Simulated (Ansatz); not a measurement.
**SiH2 (triplet): correlated methods under varied settings at distance Si1–H2 = 5.068 Å**

Aim: run SiH2 (triplet) at one geometry under a spread of methods and options, and see what each costs and gives.

Program: Ansatz 0.2.0, Gaussian basis. Level of theory: the settings change from run to run. These are calculated values, not measurements.

17 further runs of the same task are left out: 14 that didn't finish, 3 set aside as unsound or not needed.

### Step 1. The system

The geometry derives from a PBE0/def2-TZVP stationary point (not a proven minimum). One bond is set to the value named and the two fragments are kept rigid.

3 atoms, charge 0, spin multiplicity 3.

Atoms are counted from 1 here; the program's logs count them from 0.

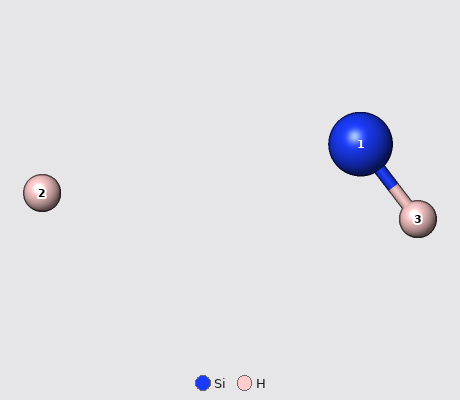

The structure; silicon blue, hydrogen pink; atoms are numbered from 1 in the order of the file.

### Step 2. CASSCF(6,4)/cc-pVDZ

in.yaml

```yaml
crystal:
  periodic: [false, false, false]
  atoms:
    - {symbol: Si, position_ang: [0.000000, -0.111892, 0.103181]}
    - {symbol: H, position_ang: [0.000000, 2.472034, -4.256629]}
    - {symbol: H, position_ang: [0.000000, 0.645760, 1.381555]}
basis:
  gaussian: {orbitals: cc-pVDZ}
magnetization: {spin_polarized: false, initial_magnetization: 2}
correlation: {active_space: {window: {electrons: 6, orbitals: 4}, states: [{multiplicity: 3, weights: [1, 1, 1, 1]}]}}
scf: {lower_state_search: full}
```

The run is started by

```bash
> ansatz run in.yaml --threads 1 --pin off --events-out ev --progress --plain --max-ram 2393MiB
```

What it wrote:

```text
Functional definition: HF
  name "HF"
  cite "Fock, Z. Phys. 61, 126 (1930) doi:10.1007/BF01340294"
  parent pbe
  exchange = exact_x
  correlation = 0
466 factors; integrals over basis functions are off by at most 1.8e-7 eV
mean field evaluation 1: about -7888.7216 eV, gradient 7.2e0 eV
mean field evaluation 2: about -7888.7223 eV, gradient 7.2e0 eV
mean field evaluation 4: about -7889.2155 eV, gradient 9.1e-1 eV
mean field evaluation 8: about -7889.2284 eV, gradient 4.6e-5 eV
mean field evaluation 16: about -7889.2278 eV, gradient 1.9e-4 eV
mean field evaluation 32: about -7889.2284 eV, gradient 2.4e-3 eV
mean field evaluation 64: about -7889.2278 eV, gradient 5.5e-7 eV
mean field evaluation 96: about -7889.2276 eV, gradient 6.3e-2 eV
mean field -7889.22844824 eV, -289.9237979618 hartree, gradient 1.4e-6 eV, S^2 2.000000; 10 other end points of the search recorded, 0 dependent functions left out
reference -7889.22844824 eV, -289.9237979618 hartree; 9, 7 occupied and 19, 21 virtual orbitals, 466 factors
state -7888.96155587 eV, -289.9139898481 hartree
state -7885.26943940 eV, -289.7783070702 hartree
state -7880.69223758 eV, -289.6100980062 hartree
state -7878.64679234 eV, -289.5349292800 hartree
Total energy: -7883.39250630 eV, -289.7093310511 hartree
```

It took 0.51 s on 1 thread of Arm Neoverse V2, shared host.

From the report: 16 determinants; active occupations (of the averaged states) 1.75, 1.50, 1.50, 1.25.

### Step 3. CASSCF(4,3)/6-31G*

in.yaml

```yaml
crystal:
  periodic: [false, false, false]
  atoms:
    - {symbol: Si, position_ang: [0.000000, -0.111892, 0.103181]}
    - {symbol: H, position_ang: [0.000000, 2.472034, -4.256629]}
    - {symbol: H, position_ang: [0.000000, 0.645760, 1.381555]}
basis:
  gaussian: {orbitals: "6-31G*"}
magnetization: {spin_polarized: false, initial_magnetization: 2}
correlation: {active_space: {window: {electrons: 4, orbitals: 3}}}
scf: {lower_state_search: off}
```

Launched as before.

What it wrote:

```text
Functional definition: HF
  name "HF"
  cite "Fock, Z. Phys. 61, 126 (1930) doi:10.1007/BF01340294"
  parent pbe
  exchange = exact_x
  correlation = 0
these checks for a lower state are left out or cut short: stability, starts, cluster_reference, orbital_swaps, neighbouring_geometries, increment
230 factors; integrals over basis functions are off by at most 8.3e-4 eV
mean field evaluation 1: about -7888.2779 eV, gradient 7.1e0 eV
mean field evaluation 2: about -7888.2792 eV, gradient 7.1e0 eV
mean field evaluation 4: about -7888.6938 eV, gradient 8.8e-1 eV
mean field evaluation 8: about -7888.7071 eV, gradient 5.2e-5 eV
mean field -7888.70710393 eV, -289.9046389116 hartree, gradient 1.8e-6 eV, S^2 2.000000; 0 other end points of the search recorded, 0 dependent functions left out
reference -7888.70710393 eV, -289.9046389116 hartree; 9, 7 occupied and 14, 16 virtual orbitals, 230 factors
state -7888.70710393 eV, -289.9046389116 hartree
Total energy: -7888.70710393 eV, -289.9046389116 hartree
Checks for a lower state left out: stability, starts, cluster_reference, orbital_swaps, neighbouring_geometries, increment
```

It took 0.09 s on 1 thread of Arm Neoverse V2, shared host.

From the report: 9 determinants; active occupations 2.00, 1.00, 1.00. With so small a space the active step adds no correlation: the energy is the mean field's.

### Step 4. MRCISD+Q(relaxed)(2,3)/cc-pVDZ

in.yaml

```yaml
crystal:
  periodic: [false, false, false]
  atoms:
    - {symbol: Si, position_ang: [0.000000, -0.111892, 0.103181]}
    - {symbol: H, position_ang: [0.000000, 2.472034, -4.256629]}
    - {symbol: H, position_ang: [0.000000, 0.645760, 1.381555]}
basis:
  gaussian: {orbitals: cc-pVDZ}
magnetization: {spin_polarized: false, initial_magnetization: 2}
correlation: {method: fic_mrcisd_q_relaxed, electrons: valence, active_space: {window: {electrons: 2, orbitals: 3}, states: [{multiplicity: 3, weights: [1, 1]}], root: 0}}
```

Same command.

What it wrote, cut to the lines that bear on the results:

```text
Functional definition: HF
  name "HF"
  cite "Fock, Z. Phys. 61, 126 (1930) doi:10.1007/BF01340294"
  parent pbe
[...]
466 factors; integrals over basis functions are off by at most 1.8e-7 eV
[...]
mean field -7889.22844824 eV, -289.9237979618 hartree, gradient 1.4e-6 eV, S^2 2.000000; 6 other end points of the search recorded, 0 dependent functions left out
reference -7889.22844824 eV, -289.9237979618 hartree; 9, 7 occupied and 19, 21 virtual orbitals, 466 factors
state -7889.22767006 eV, -289.9237693640 hartree
state -7889.22705145 eV, -289.9237466307 hartree
contracted CI cycle   1: correlation 0.00000000 eV, 0.0000000000 hartree, residual 1.01e1 eV
contracted CI cycle   2: correlation -2.35958946 eV, -0.0867133133 hartree, residual 1.57e0 eV
contracted CI cycle   3: correlation -2.44356052 eV, -0.0897991929 hartree, residual 5.88e-1 eV
[...]
contracted CI cycle   2: correlation -2.35962715 eV, -0.0867146983 hartree, residual 1.57e0 eV
contracted CI cycle   3: correlation -2.44360329 eV, -0.0898007646 hartree, residual 5.88e-1 eV
contracted CI cycle   4: correlation -2.45526152 eV, -0.0902291965 hartree, residual 2.25e-1 eV
contracted CI cycle   5: correlation -2.45663158 eV, -0.0902795453 hartree, residual 8.32e-2 eV
contracted CI cycle   6: correlation -2.45685643 eV, -0.0902878083 hartree, residual 3.78e-2 eV
contracted CI cycle   7: correlation -2.45689760 eV, -0.0902893214 hartree, residual 1.56e-2 eV
contracted CI cycle   8: correlation -2.45690416 eV, -0.0902895625 hartree, residual 5.83e-3 eV
contracted CI cycle   9: correlation -2.45690497 eV, -0.0902895924 hartree, residual 1.90e-3 eV
contracted CI cycle  10: correlation -2.45690505 eV, -0.0902895953 hartree, residual 4.90e-4 eV
state -7889.22705145 eV, -289.9237466307 hartree; corrected -7891.87304439 eV, -290.0209850776 hartree
Total energy: -7891.87360773 eV, -290.0210057801 hartree
```

Wall time 0.63 s (1 thread of Arm Neoverse V2, shared host).

From the report: 4 determinants; active occupations (of the averaged states) 1.00, 0.50, 0.50.

### Step 5. CCSD(T)/cc-pVDZ

in.yaml

```yaml
crystal:
  periodic: [false, false, false]
  atoms:
    - {symbol: Si, position_ang: [0.000000, -0.111892, 0.103181]}
    - {symbol: H, position_ang: [0.000000, 2.472034, -4.256629]}
    - {symbol: H, position_ang: [0.000000, 0.645760, 1.381555]}
basis:
  gaussian: {orbitals: cc-pVDZ, fitting: {mean_field: def2-universal-jkfit}}
magnetization: {spin_polarized: false, initial_magnetization: 2}
hamiltonian: {xc: {name: B3LYP}}
correlation: {method: ccsd_t, electrons: outside_noble_gas}
scf: {lower_state_search: light}
```

Same command.

What it wrote, cut to the lines that bear on the results:

```text
Functional definition: B3LYP
  name "B3LYP"
  cite "Stephens, Devlin, Chabalowski & Frisch, J. Phys. Chem. 98, 11623 (1994) doi:10.1021/j100096a001"
  cite "Becke, Phys. Rev. A 38, 3098 (1988) doi:10.1103/PhysRevA.38.3098"
  cite "Lee, Yang & Parr, Phys. Rev. B 37, 785 (1988) doi:10.1103/PhysRevB.37.785"
  cite "Vosko, Wilk & Nusair, Can. J. Phys. 58, 1200 (1980) doi:10.1139/p80-159"
[...]
164 factors; integrals over basis functions are off by at most 7.4e-1 eV
[...]
mean field -7905.04931888 eV, -290.5052042338 hartree, gradient 8.1e-10 eV, S^2 2.000000; 6 other end points of the search recorded, 0 dependent functions left out
[...]
5 core orbitals not correlated: weight in the atoms' cores, before any rotation towards them, 1.000 or more for the frozen orbitals, at most 0.000 for the correlated occupied ones
reference -7889.11985197 eV, -289.9198071223 hartree; 4, 2 occupied and 19, 21 virtual orbitals, 164 factors
second order -1.86802063 eV of doubles, -0.11574879 eV of singles
cycle   1  -2.41019466 eV  change   -4.3e-1 eV  update   5.6e-2
[...]
cycle  10  -2.59378831 eV  change   -3.6e-6 eV  update   4.8e-6
perturbative correction -0.04974356 eV, -0.0018280420 hartree
Total energy: -7891.76338384 eV, -290.0169551267 hartree
```

Wall time 3.2 s (1 thread of Arm Neoverse V2, shared host).

From the report: correlation -2.6435 eV; T1 0.018; largest double amplitude 0.08. The orbitals are Kohn-Sham ones, so correlation energy and T1 don't compare with those on Hartree-Fock orbitals.

### Step 6. CCSDT(Q) on UHF/6-31++G**

in.yaml

```yaml
crystal:
  periodic: [false, false, false]
  atoms:
    - {symbol: Si, position_ang: [0.000000, -0.111892, 0.103181]}
    - {symbol: H, position_ang: [0.000000, 2.472034, -4.256629]}
    - {symbol: H, position_ang: [0.000000, 0.645760, 1.381555]}
basis:
  gaussian: {orbitals: "6-31++G**"}
magnetization: {spin_polarized: true, initial_magnetization: 2}
correlation: {method: ccsdt_q, electrons: outside_noble_gas}
```

Launched as before.

What it wrote, cut to the lines that bear on the results:

```text
Functional definition: HF
  name "HF"
  cite "Fock, Z. Phys. 61, 126 (1930) doi:10.1007/BF01340294"
  parent pbe
[...]
507 factors; integrals over basis functions are off by at most 1.9e-7 eV
[...]
mean field -7888.87555011 eV, -289.9108291945 hartree, gradient 4.0e-6 eV, S^2 2.011032; 15 other end points of the search recorded, 0 dependent functions left out
determinant -7888.87555011 eV, -289.9108291945 hartree, with singles and doubles -7891.09240130 eV, -289.9922969731 hartree
determinant -7888.87458048 eV, -289.9107935614 hartree, with singles and doubles -7891.09167377 eV, -289.9922702372 hartree
determinant -7887.95366231 eV, -289.8769504427 hartree, with singles and doubles -7889.57436914 eV, -289.9365103205 hartree
determinant -7886.52438668 eV, -289.8244255322 hartree, with singles and doubles -7888.88627485 eV, -289.9112233217 hartree
determinant -7886.52303175 eV, -289.8243757395 hartree, with singles and doubles -7888.88520926 eV, -289.9111841620 hartree
determinant -7886.44471076 eV, -289.8214974962 hartree, with singles and doubles -7888.69363830 eV, -289.9041440591 hartree
determinant -7888.87555011 eV, -289.9108291945 hartree, with singles and doubles -7891.08994789 eV, -289.9922068120 hartree
determinant -7888.87458048 eV, -289.9107935614 hartree, with singles and doubles -7891.08926541 eV, -289.9921817315 hartree
5 core orbitals not correlated: weight in the atoms' cores, before any rotation towards them, 1.000 or more for the frozen orbitals, at most 0.000 for the correlated occupied ones
reference -7888.87555011 eV, -289.9108291945 hartree; 4, 2 occupied and 26, 28 virtual orbitals, 507 factors
second order -1.63775406 eV of doubles, -0.00000000 eV of singles
cycle   1  -2.01640599 eV  change   -3.8e-1 eV  update   5.9e-2
[...]
cycle  21  -2.26506935 eV  change   -6.5e-8 eV  update   5.9e-7
perturbative correction -0.00082485 eV, -0.0000303127 hartree
Total energy: -7891.14144431 eV, -289.9940992704 hartree
```

It took 5.5 s on 1 thread of Arm Neoverse V2, shared host.

From the report: ⟨S²⟩ of the determinant 2.011 (pure triplet: 2.00); correlation -2.2659 eV; T1 0.014; largest double amplitude 0.07.

### Step 7. The runs in one table

Where basis and cores are those of an earlier FCI/cc-pVDZ run (-7891.8238 eV), and the state is the same kind, the miss against it is given.

| level | correlated | functions | energy (eV) | from FCI (meV) | time |
| --- | --- | --- | --- | --- | --- |
| CASSCF(6,4)/cc-pVDZ (mean of several states) |  | 28 | -7883.3925 |  | 0.51 s |
| CASSCF(4,3)/6-31G* |  | 23 | -7888.7071 |  | 0.09 s |
| MRCISD+Q(relaxed)(2,3)/cc-pVDZ (lowest root of an average) | valence | 28 | -7891.8736 |  | 0.63 s |
| CCSD(T)/cc-pVDZ (on B3LYP orbitals) | outside noble gas | 28 | -7891.7634 | 60.5 | 3.2 s |
| CCSDT(Q) on UHF/6-31++G** | outside noble gas | 35 | -7891.1414 |  | 5.5 s |

### Step 8. Results

| quantity | value |
| --- | --- |
| runs | 5 |
| quickest | CASSCF(4,3)/6-31G*, 0.09 s |
| slowest | CCSDT(Q) on UHF/6-31++G**, 5.5 s |

In words: Total energies in different bases, with other cores or another treatment of relativity can't be set against each other. CCSDT(Q) on UHF/6-31++G** took 61 times as long as CASSCF(4,3)/6-31G*; the jobs differ in more than the method. Cores frozen from Kohn-Sham orbitals shift the total energy.
